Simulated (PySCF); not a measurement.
Vertical excitations of a molecule C₄H₄F₂ from TDA-PBE/def2-SVPD (PySCF 2.14.0), as energy in eV (oscillator strength): 5.78 (0.000), 5.88 (0.550), 6.21 (0.336), 6.62 (0.008), 6.66 (0.017), 7.05 (0.001), 7.39 (0.001), 7.43 (0.000), 7.59 (0.014), 7.69 (0.010). Lowest triplet (TDA): 3.11 eV. Geometry: B3LYP-D3(BJ)/def2-SVP. Other conformers were not sampled.

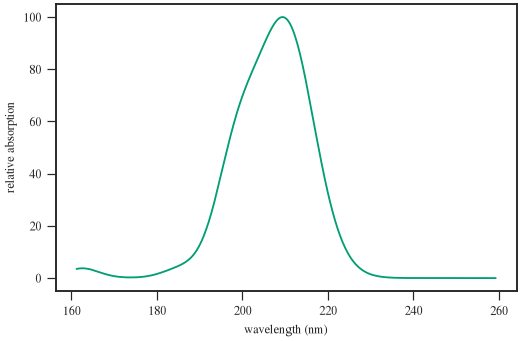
Figure: The lines broadened by 0.4 eV.

### Question
Identify the compound among the candidates.
(A) FC1(F)C=CC1
(B) F[C@@H]1C=C[C@H]1F
(C) C=C(F)C(=C)F
(D) C=C(F)/C=C\F

### Answer
D, C=C(F)/C=C\F
